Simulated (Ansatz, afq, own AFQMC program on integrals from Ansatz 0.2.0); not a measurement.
# AlSiH₄ (doublet): quantum Monte Carlo beside coupled cluster at distance Si1–Al2 = 3.058 Å, 6-31G, part 2 of 2

Ansatz 0.2.0, Gaussian basis, and an in-house AFQMC program (afq) on its integrals; all values are calculated; 6-31G, frozen cores. Earlier steps stand in the parts before.

### Step 9. CCSDT(Q) on UHF

Contents of in.yaml:

```yaml
crystal:
  periodic: [false, false, false]
  atoms:
    - {symbol: Si, position_ang: [0.000000, 0.066038, 1.433170]}
    - {symbol: Al, position_ang: [0.000000, -0.119801, -1.619178]}
    - {symbol: H, position_ang: [0.000000, 1.447164, 1.998035]}
    - {symbol: H, position_ang: [1.198904, -0.642116, 1.968785]}
    - {symbol: H, position_ang: [-1.198904, -0.642116, 1.968785]}
    - {symbol: H, position_ang: [0.000000, 1.203904, -2.526060]}
basis:
  gaussian: {orbitals: 6-31G}
magnetization: {spin_polarized: true, initial_magnetization: 1}
correlation: {method: ccsdt_q, electrons: outside_noble_gas}
```

Command:

```sh
> ansatz run in.yaml --threads 1 --pin off --events-out ev --progress --plain --max-ram 1382MiB
```

Standard output, cut to the lines that bear on the results:

```text
Functional definition: HF
  name "HF"
  cite "Fock, Z. Phys. 61, 126 (1930) doi:10.1007/BF01340294"
  parent pbe
[...]
734 factors; integrals over basis functions are off by at most 1.6e-7 eV
[...]
mean field -14504.07560120 eV, -533.0149471284 hartree, gradient 3.7e-6 eV, S^2 0.798763; 5 other end points of the search recorded, 0 dependent functions left out
determinant -14504.07560120 eV, -533.0149471284 hartree, with singles and doubles -14507.26041537 eV, -533.1319868905 hartree
determinant -14502.69298787 eV, -532.9641370259 hartree, with singles and doubles -14505.77460427 eV, -533.0773843398 hartree
determinant -14501.35209168 eV, -532.9148599997 hartree, with singles and doubles -14504.71577621 eV, -533.0384731261 hartree
determinant -14501.07927508 eV, -532.9048341745 hartree, with singles and doubles -14504.29287114 eV, -533.0229316517 hartree
10 core orbitals not correlated: weight in the atoms' cores, before any rotation towards them, 1.000 or more for the frozen orbitals, at most 0.000 for the correlated occupied ones
reference -14504.07560120 eV, -533.0149471284 hartree; 6, 5 occupied and 18, 19 virtual orbitals, 734 factors
second order -2.23462440 eV of doubles, -0.00000000 eV of singles
cycle   1  -2.82338947 eV  change   -5.9e-1 eV  update   7.9e-2
[...]
cycle  17  -3.26503513 eV  change    4.3e-7 eV  update   6.9e-7
perturbative correction -0.00286093 eV, -0.0001051374 hartree
Total energy: -14507.34349726 eV, -533.1350400936 hartree
```

Wall time 32 s (1 thread of Intel Xeon at 2.50GHz (Skylake/Cascade Lake), shared host).

From the report: ⟨S²⟩ of the determinant 0.799 (pure doublet: 0.75); correlation -3.2679 eV; T1 0.021; largest double amplitude 0.07.

### Step 10. Phaseless AFQMC, CISD trial on UHF

It reads the integrals that the CCSD(T) run on this determinant wrote.

Command:

```sh
> afq ham --method phaseless --trial cisd --walkers 80 --populations 1 --least-time 40 --time-step 0.005 --steps-per-block 50 --equilibration-blocks 28 --max-blocks 300 --target-error 0.0004 --factor-cut 1e-05 --start spin_pure --seed 8431 --release-times 0.24,0.51,0.99,1.62,2.4 --release-step 0.03 --release-every 4 --taylor-order 6
```

Standard output:

```text
orbitals 24  electrons 6 5  factors 163 of 406
reference energy -533.01494124 Eh
CCSD correlation -0.11704884 Eh in 14 cycles, weight of the determinant in the CISD state 0.8875
energy of the start -533.130840 Eh
 block  time / (1/Eh)  mean weight  energy / Eh
     1     0.250  1.0002  -533.129858
     2     0.500  0.9998  -533.129832
     3     0.750  1.0008  -533.130509
     4     1.000  0.9997  -533.131525
     5     1.250  0.9975  -533.131967
     6     1.500  0.9995  -533.132207
     7     1.750  0.9995  -533.132745
     8     2.000  1.0002  -533.132640
     9     2.250  0.9988  -533.132690
    10     2.500  0.9992  -533.133265
    13     3.250  0.9997  -533.135284
    17     4.250  1.0000  -533.141680
    21     5.250  1.0011  -533.136464
    25     6.250  1.0009  -533.135680
    29     7.250  0.9993  -533.133534
    33     8.250  1.0022  -533.138676
    37     9.250  0.9995  -533.137726
    41    10.250  0.9995  -533.136119
    45    11.250  0.9991  -533.133606
    49    12.250  1.0006  -533.135317
    53    13.250  0.9996  -533.134694
    57    14.250  1.0003  -533.135359
    61    15.250  1.0010  -533.134515
    65    16.250  1.0008  -533.133924
    69    17.250  1.0000  -533.134377
    73    18.250  1.0009  -533.135583
    77    19.250  0.9999  -533.135723
    81    20.250  1.0005  -533.135377
    85    21.250  1.0002  -533.134824
    89    22.250  1.0001  -533.133015
    93    23.250  0.9997  -533.133393
    97    24.250  0.9987  -533.135741
   101    25.250  0.9995  -533.137290
   105    26.250  0.9985  -533.135170
   109    27.250  1.0000  -533.135750
   113    28.250  0.9988  -533.132701
   117    29.250  1.0012  -533.135058
   121    30.250  1.0006  -533.135170
   125    31.250  1.0005  -533.134105
   129    32.250  1.0008  -533.135230
   133    33.250  0.9998  -533.135063
   137    34.250  1.0008  -533.134591
   141    35.250  1.0005  -533.134599
   145    36.250  1.0016  -533.137791
   149    37.250  1.0012  -533.134496
   153    38.250  1.0002  -533.134211
   157    39.250  1.0003  -533.134527
   161    40.250  0.9989  -533.135787
   165    41.250  0.9997  -533.136720
   169    42.250  1.0007  -533.135618
   173    43.250  1.0002  -533.134106
   177    44.250  1.0011  -533.132436
   181    45.250  1.0013  -533.131769
   185    46.250  1.0015  -533.133546
blocks merged  error / Eh  count
     1  0.000110  160
     2  0.000140  80
     4  0.000184  40
     8  0.000189  20
    16  0.000206  10
released: time / (1/Eh)  energy / Eh  error  mean overlap
  0.24  -533.134861  0.000191  1.0076
  0.51  -533.134865  0.000168  1.0095
  0.99  -533.135018  0.000154  1.0082
  1.62  -533.134904  0.000202  1.0293
  2.40  -533.135083  0.000186  1.0089
energy -533.134962 +/- 0.000189 Eh
```

Wall time 6.6 min (1 thread of Intel Xeon at 2.50GHz (Skylake/Cascade Lake), shared host).

Energy -14507.3414 ± 0.0051 eV. Caveats: constraint bias not in the error.

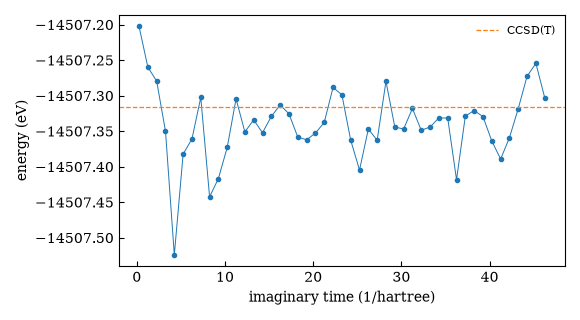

Block energies along the walk.

### Step 11. Phaseless AFQMC, single-determinant trial on UHF

It reads the integrals that the CCSD(T) run on this determinant wrote.

Command:

```sh
> afq ham --method phaseless --trial hf --walkers 160 --populations 1 --least-time 40 --time-step 0.005 --steps-per-block 20 --equilibration-blocks 112 --max-blocks 600 --target-error 0.0012000000000000001 --factor-cut 1e-05 --start spin_pure --seed 8465 --taylor-order 6
```

Standard output:

```text
orbitals 24  electrons 6 5  factors 163 of 406
reference energy -533.01494124 Eh
CCSD correlation -0.11704884 Eh in 14 cycles, weight of the determinant in the CISD state 0.8875
energy of the start -533.015642 Eh
 block  time / (1/Eh)  mean weight  energy / Eh
     1     0.100  1.0007  -533.029993
     2     0.200  1.0008  -533.042254
     3     0.300  1.0009  -533.052135
     4     0.400  1.0003  -533.060445
     5     0.500  1.0011  -533.065808
     6     0.600  1.0004  -533.070618
     7     0.700  0.9998  -533.081206
     8     0.800  1.0007  -533.089894
     9     0.900  0.9994  -533.094688
    10     1.000  1.0006  -533.096340
    14     1.400  0.9998  -533.110989
    27     2.700  0.9995  -533.129620
    40     4.000  1.0004  -533.139884
    53     5.300  1.0004  -533.136416
    66     6.600  0.9996  -533.129410
    79     7.900  1.0011  -533.127636
    92     9.200  0.9996  -533.125612
   105    10.500  0.9996  -533.123208
   118    11.800  1.0001  -533.123700
   131    13.100  0.9992  -533.123232
   144    14.400  1.0002  -533.136974
   157    15.700  1.0005  -533.128243
   170    17.000  0.9995  -533.131277
   183    18.300  0.9983  -533.126097
   196    19.600  0.9995  -533.141132
   209    20.900  1.0000  -533.144165
   222    22.200  1.0007  -533.140383
   235    23.500  1.0009  -533.124662
   248    24.800  1.0004  -533.122953
   261    26.100  1.0009  -533.123461
   274    27.400  0.9993  -533.139552
   287    28.700  1.0000  -533.129708
   300    30.000  1.0000  -533.153145
   313    31.300  0.9998  -533.124738
   326    32.600  1.0004  -533.137902
   339    33.900  1.0007  -533.133789
   352    35.200  1.0006  -533.137210
   365    36.500  1.0001  -533.132300
   378    37.800  1.0001  -533.144305
   391    39.100  1.0001  -533.137710
   404    40.400  1.0001  -533.124857
   417    41.700  0.9998  -533.131297
   430    43.000  1.0002  -533.120218
   443    44.300  0.9997  -533.128221
   456    45.600  1.0012  -533.126923
   469    46.900  1.0004  -533.125473
   482    48.200  1.0007  -533.145411
   495    49.500  1.0000  -533.129774
   508    50.800  0.9994  -533.127713
   521    52.100  0.9995  -533.126612
blocks merged  error / Eh  count
     1  0.000431  420
     2  0.000590  210
     4  0.000778  105
     8  0.000956  52
    16  0.001196  26
    32  0.001347  13
energy -533.133270 +/- 0.001196 Eh
```

It took 6.4 min on 1 thread of Intel Xeon at 2.50GHz (Skylake/Cascade Lake), shared host.

Energy -14507.2953 ± 0.0325 eV. The run doesn't count as converged. Caveats: constraint bias not in the error; error not settled.

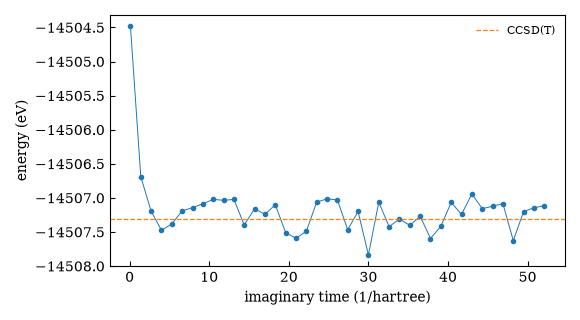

Block energies along the walk.

### Step 12. All levels side by side

On the UHF determinant, counted from CCSDT(Q) (a yardstick, not exact):

```
                                              level  energy (eV)  from CCSDT(Q) (meV)  statistical error (meV)     time
                                                 HF  -14504.0754              +3268.1                                  
                                                MP2  -14506.3100              +1033.5                                  
                                               CCSD  -14507.2605                +83.0                                  
                                            CCSD(T)  -14507.3165                +27.0                                  
                                           CCSDT(Q)  -14507.3435                  0.0                                  
Phaseless AFQMC, CISD trial, step 0.005, 80 walkers  -14507.3414                 +2.1                      5.1  6.6 min
```

The functionals' totals stand on their own zeros and serve differences with other points: PBE -14527.453 eV; r2SCAN -14533.868 eV; PBE0 -14528.842 eV; B3LYP -14536.716 eV; wB97M-V -14533.810 eV; B2PLYP -14527.535 eV.

### Step 13. Outcome

The summary covers parts 1 to 2.

| quantity | value |
| --- | --- |
| CCSD(T) on UHF from CCSDT(Q) | +27.0 meV |
| Phaseless AFQMC, CISD trial on UHF from CCSDT(Q) | +2.1 ± 5.1 meV |

On UHF the phaseless walk with the CISD trial lies +2.1 meV from CCSDT(Q), within three error bars. Error bars are statistical and leave out the constraint, the time step and what remains of the start.
